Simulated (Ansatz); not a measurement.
# NH3 with C2H6: superposition error and deformation, part 3 of 3

Ansatz 0.2.0, Gaussian basis. The steps go on from the part before.

### Step 25. B97M-V/def2-TZVPPD

The inputs:

free-a/in.yaml

```yaml
crystal:
  periodic: [false, false, false]
  atoms:
    - {symbol: N, position_ang: [-0.040878, -0.146814, -2.333901]}
    - {symbol: H, position_ang: [-0.790975, 0.229076, -2.900884]}
    - {symbol: H, position_ang: [0.605780, -0.605989, -2.963518]}
    - {symbol: H, position_ang: [-0.444354, -0.865896, -1.746086]}
basis:
  gaussian: {orbitals: "def2-TZVPPD.json"}
hamiltonian: {xc: {name: B97M-V}}
```

free-b/in.yaml

```yaml
crystal:
  periodic: [false, false, false]
  atoms:
    - {symbol: C, position_ang: [0.485195, 0.807956, 1.127769]}
    - {symbol: C, position_ang: [-0.317573, -0.460588, 1.358364]}
    - {symbol: H, position_ang: [0.637031, 0.995653, 0.062111]}
    - {symbol: H, position_ang: [-0.020822, 1.681449, 1.545927]}
    - {symbol: H, position_ang: [1.471546, 0.745736, 1.593749]}
    - {symbol: H, position_ang: [-0.469706, -0.647958, 2.424046]}
    - {symbol: H, position_ang: [0.188619, -1.334157, 0.940536]}
    - {symbol: H, position_ang: [-1.303765, -0.398568, 0.891985]}
basis:
  gaussian: {orbitals: "def2-TZVPPD.json"}
hamiltonian: {xc: {name: B97M-V}}
```

Each run has its own folder and the same command.

Launch:

```sh
ansatz run in.yaml --threads 4 --pin off --events-out ev --progress --plain --max-ram 9574MiB
```

Log of free-a, cut to the lines that bear on the results:

```text
Functional definition: B97M-V
  name "B97M-V"
  cite "Mardirossian & Head-Gordon, J. Chem. Phys. 142, 074111 (2015) doi:10.1063/1.4907719"
  cite "Becke, J. Chem. Phys. 107, 8554 (1997) doi:10.1063/1.475007"
  cite "Vydrov & Van Voorhis, J. Chem. Phys. 133, 244103 (2010) doi:10.1063/1.3521275"
  # Of w^i u^j: cxij and so on, Table III.
[...]
  gx(w, u) = cx00 + cx01*u + cx02*u^2 + (cx10 + cx11*u)*w
[...]
  gos(w, u) = cos00 + cos01*u + cos03*u^3 + cos10*w + cos32*w^3*u^2
[...]
      + integral(e_c_pw_mod_opposite_spin*gos(b97_w_opposite, b97_u_opposite)) + vv10(b, c)
356 factors; their error is unknown
[...]
mean field -1539.43524657 eV, -56.5732018447 hartree, gradient 5.4e-5 eV, S^2 0.000000; 0 other end points of the search recorded, 0 dependent functions left out
reference -1539.43528637 eV, -56.5732033073 hartree; 5, 5 occupied and 83, 83 virtual orbitals, 356 factors
Total energy: -1539.43528637 eV, -56.5732033073 hartree
```

free-b printed, cut to the lines that bear on the results:

```text
[... 5 set-up lines as earlier in the session ...]
  # Of w^i u^j: cxij and so on, Table III.
[...]
  gx(w, u) = cx00 + cx01*u + cx02*u^2 + (cx10 + cx11*u)*w
[...]
  gos(w, u) = cos00 + cos01*u + cos03*u^3 + cos10*w + cos32*w^3*u^2
[...]
      + integral(e_c_pw_mod_opposite_spin*gos(b97_w_opposite, b97_u_opposite)) + vv10(b, c)
702 factors; their error is unknown
[...]
mean field -2173.01100478 eV, -79.8566815058 hartree, gradient 1.7e-5 eV, S^2 0.000000; 0 other end points of the search recorded, 0 dependent functions left out
reference -2173.01105464 eV, -79.8566833382 hartree; 9, 9 occupied and 167, 167 virtual orbitals, 702 factors
Total energy: -2173.01105464 eV, -79.8566833382 hartree
```

Times: 0.7 s (free-a), 2.8 s (free-b) on 4 threads of Arm Neoverse V1, shared host.

### Step 26. HSE06-D4/def2-TZVPPD

The same edit goes into each in.yaml of step 25 (free-a, free-b):

```diff
-hamiltonian: {xc: {name: B97M-V}}
+hamiltonian: {xc: hse06, dispersion: d4}
```

The same command starts each run, in its folder.

Launch:

```sh
ansatz run in.yaml --threads 4 --pin off --events-out ev --progress --plain --max-ram 9574MiB
```

Log of free-a, cut to the lines that bear on the results:

```text
[... 6 set-up lines as earlier in the session ...]
[...]
  # The whole range is PBE's own exchange, as in plane waves. The composition of these papers is wPBEh.
[...]
356 factors; their error is unknown
44 factors; integrals over basis functions are off by at most 2.6e-6 eV
[...]
mean field -1537.82551774 eV, -56.5140454012 hartree, gradient 3.0e-5 eV, S^2 0.000000; 0 other end points of the search recorded, 0 dependent functions left out
reference -1537.82554419 eV, -56.5140463732 hartree; 5, 5 occupied and 83, 83 virtual orbitals, 356 factors
Total energy: -1537.83374646 eV, -56.5143478011 hartree
```

Log of free-b, cut to the lines that bear on the results:

```text
[... 6 set-up lines as earlier in the session ...]
[...]
702 factors; their error is unknown
90 factors; integrals over basis functions are off by at most 2.6e-6 eV
[...]
mean field -2170.01354228 eV, -79.7465267906 hartree, gradient 3.6e-5 eV, S^2 0.000000; 0 other end points of the search recorded, 0 dependent functions left out
reference -2170.01357876 eV, -79.7465281313 hartree; 9, 9 occupied and 167, 167 virtual orbitals, 702 factors
Total energy: -2170.06773301 eV, -79.7485182634 hartree
```

Wall times: 0.3 s (free-a), 0.9 s (free-b) on 4 threads of Arm Neoverse V1, shared host.

### Step 27. CCSD(T)/def2-TZVPPD

Each input of step 26 (free-a, free-b) changes in the same lines:

```diff
-hamiltonian: {xc: hse06, dispersion: d4}
+correlation: {method: ccsd_t}
```

Each run has its own folder and the same command.

Launch:

```sh
ansatz run in.yaml --threads 4 --pin off --events-out ev --progress --plain --max-ram 9574MiB
```

free-a printed, cut to the lines that bear on the results:

```text
[... 4 set-up lines as earlier in the session ...]
[...]
500 factors; integrals over basis functions are off by at most 6.2e-4 eV
[...]
mean field -1529.87698142 eV, -56.2219420793 hartree, gradient 5.0e-7 eV, S^2 0.000000; 0 other end points of the search recorded, 0 dependent functions left out
1 core orbitals not correlated: weight in the atoms' cores, before any rotation towards them, 1.000 or more for the frozen orbitals, at most 0.000 for the correlated occupied ones
reference -1529.87698142 eV, -56.2219420793 hartree; 4, 4 occupied and 83, 83 virtual orbitals, 500 factors
second order -6.43536136 eV of doubles, -0.00000000 eV of singles
cycle   1  -6.61135823 eV  change   -1.8e-1 eV  update   4.2e-2
[...]
cycle   9  -6.76767302 eV  change    3.0e-6 eV  update   5.7e-6
perturbative correction -0.21610727 eV, -0.0079417957 hartree
Total energy: -1536.86076171 eV, -56.4785912713 hartree
```

free-b printed, cut to the lines that bear on the results:

```text
[... 4 set-up lines as earlier in the session ...]
[...]
978 factors; integrals over basis functions are off by at most 1.0e-3 eV
[...]
mean field -2156.82594456 eV, -79.2618915135 hartree, gradient 6.5e-7 eV, S^2 0.000000; 0 other end points of the search recorded, 0 dependent functions left out
2 core orbitals not correlated: weight in the atoms' cores, before any rotation towards them, 1.000 or more for the frozen orbitals, at most 0.000 for the correlated occupied ones
reference -2156.82594456 eV, -79.2618915135 hartree; 7, 7 occupied and 167, 167 virtual orbitals, 978 factors
second order -10.07416734 eV of doubles, -0.00000000 eV of singles
cycle   1  -10.64355036 eV  change   -5.7e-1 eV  update   5.7e-2
[...]
cycle   8  -10.92646299 eV  change   -4.3e-6 eV  update   6.2e-6
perturbative correction -0.36712674 eV, -0.0134916587 hartree
Total energy: -2168.11953428 eV, -79.6769232807 hartree
```

Wall times: 0.5 s (free-a), 9 s (free-b) on 4 threads of Arm Neoverse V1, shared host; peak memory 1.6 GiB.

### Step 28. The split

```csv
method,interaction with counterpoise (meV),without,superposition error,deformation,binding energy
PBE-D4,-53,-58,4,1,-53
revPBE-D4,-36,-41,5,1,-36
BLYP-D4,-33,-37,5,1,-32
r2SCAN-D4,-38,-42,4,1,-37
B97M-V,-43,-47,4,2,-41
PBE0-D4,-48,-51,3,1,-47
B3LYP-D4,-39,-43,4,1,-38
HSE06-D4,-48,-51,3,1,-47
wB97X-V,-42,-46,3,1,-42
wB97M-V,-41,-45,4,1,-40
B2PLYP,-13,-19,6,1,-12
Hartree-Fock,22,19,2,1,23
MP2,-36,-49,13,1,-35
CCSD,-28,-40,11,1,-28
CCSD(T),-37,-50,13,1,-37
```

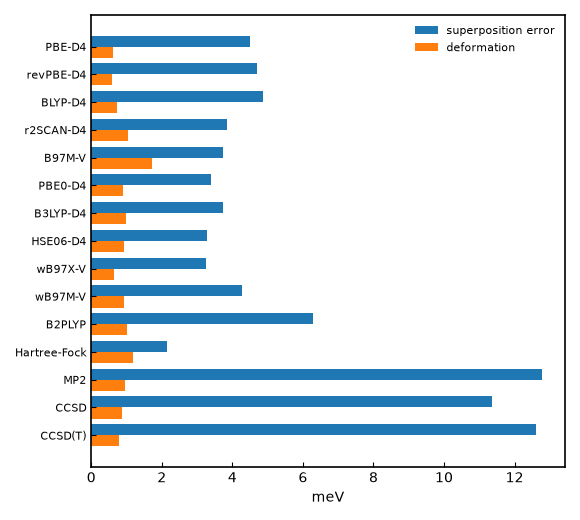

Superposition error and deformation energy by method.

### Step 29. Outcome

This closing draws on all 3 parts.

```
            quantity    value
interaction, CCSD(T)  -37 meV
 superposition error   13 meV
         deformation    1 meV
      binding energy  -37 meV
```

In this basis the superposition error is 13 meV for CCSD(T) and 4 meV on average for the plain functionals: correlated methods borrow far more, since they need many more functions to converge. Deformation takes back 2 % of the interaction.
